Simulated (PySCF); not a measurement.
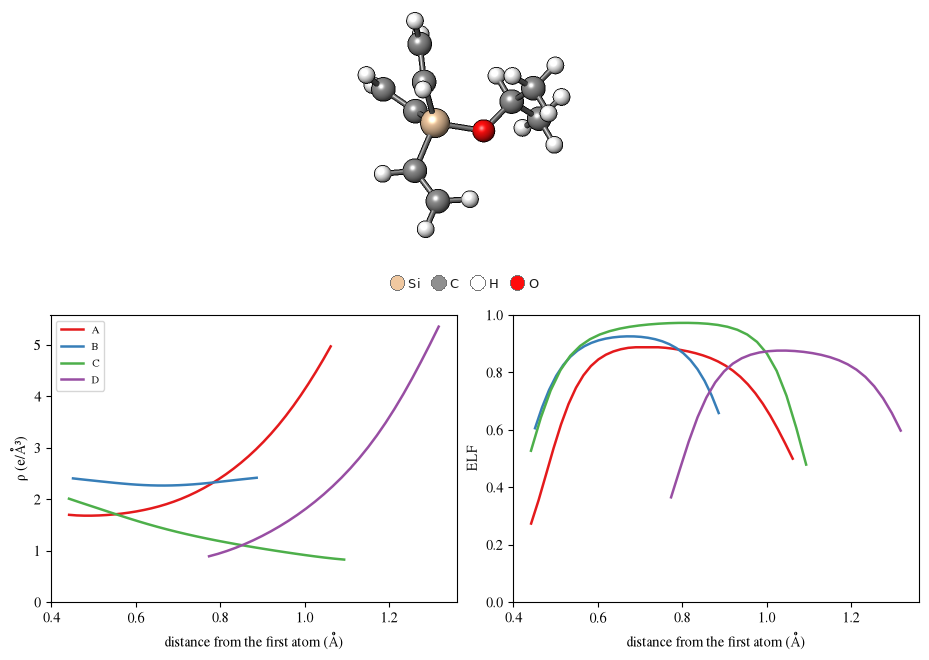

C$_{9}$H$_{16}$OSi (Si(vinyl)3(OiPr)). Electron density and ELF along straight lines between neighbouring atoms. The curves leave out the atomic cores. The structure is drawn too.

Geometry: PBE0-D3(BJ)/def2-SVP.

Level of theory: B3LYP/def2-SVPD, SCF density, gas phase (PySCF).

```xyz
27

Si    0.4126    0.8590   -0.2660
C     0.2889    1.4012    1.5251
C     0.9726    0.8606    2.5419
H    -0.4473    2.1818    1.7627
H     1.7156    0.0714    2.3806
H     0.8225    1.1764    3.5809
C     2.1004    0.1270   -0.6182
C     3.2461    0.4755   -0.0195
H     2.1530   -0.6094   -1.4329
H     3.2736    1.2132    0.7904
H     4.2116    0.0484   -0.3145
C     0.0451    2.2762   -1.4152
C    -1.0143    2.2891   -2.2325
H     0.7309    3.1341   -1.4258
H    -1.7150    1.4475   -2.2559
H    -1.2222    3.1277   -2.9070
O    -0.7691   -0.2717   -0.6169
C    -0.9430   -1.4904    0.0817
C    -1.0878   -2.6054   -0.9371
C    -2.1448   -1.3763    1.0023
H    -0.0467   -1.6993    0.7014
H    -1.9616   -2.4148   -1.5794
H    -1.2212   -3.5803   -0.4442
H    -0.1975   -2.6578   -1.5808
H    -1.9984   -0.5610    1.7257
H    -3.0491   -1.1575    0.4132
H    -2.3073   -2.3110    1.5605
```

**Which curve belongs to which contact (C–C, C–O, C–Si and Si–O)? The first atom named is at distance zero.**

Curve A: C–O (1.42 Å): ρ is about 2 e/Å³ halfway, with its minimum of 1.7 e/Å³ about 0.5 Å from C; the ELF peaks at about 0.90 between the atoms: a shared but strongly polarised pair. Curve B: C–C (1.34 Å): the density is about 2.3 e/Å³ at the midpoint; the ELF peaks at about 0.95 between the atoms: a multiple bond. Curve C: C–Si (1.86 Å): ρ at the midpoint is about 1 e/Å³; the ELF peaks at about 1 between the atoms; a covalent bond. Curve D: Si–O (1.67 Å): ρ is about 1.1 e/Å³ halfway; the ELF peaks at about 0.90 between the atoms; a shared but strongly polarised pair.
